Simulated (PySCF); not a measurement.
SMILES [CH2](C)[AlH][Br], PBE0/def2-SVP optimised geometry. Atoms within 1.6 Å of the plane z = 1.2 Å (x, y, z in Å): Al1 (0.32, -0.63, 0.00), H2 (-0.38, -2.05, 0.00), Br3 (2.59, -0.63, 0.00), C4 (-0.61, 1.10, 0.00), C5 (-2.14, 1.04, 0.02), H7 (-0.23, 1.67, 0.86), H8 (-2.52, 0.52, 0.91), H10 (-2.59, 2.05, 0.01).

Calculation: PBE0/def2-TZVP (PySCF).

Map of the electron localisation function on the plane z = 1.2 Å:

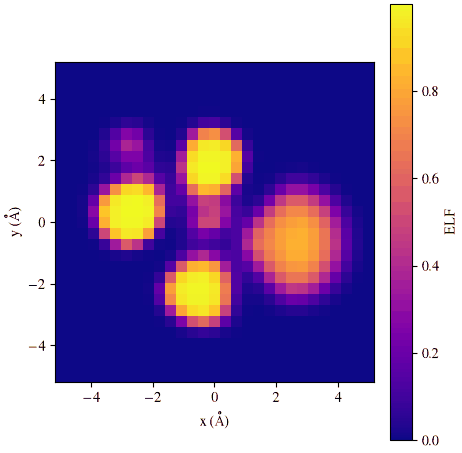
Figure: Electron localisation function on the plane z = 1.2 Å.
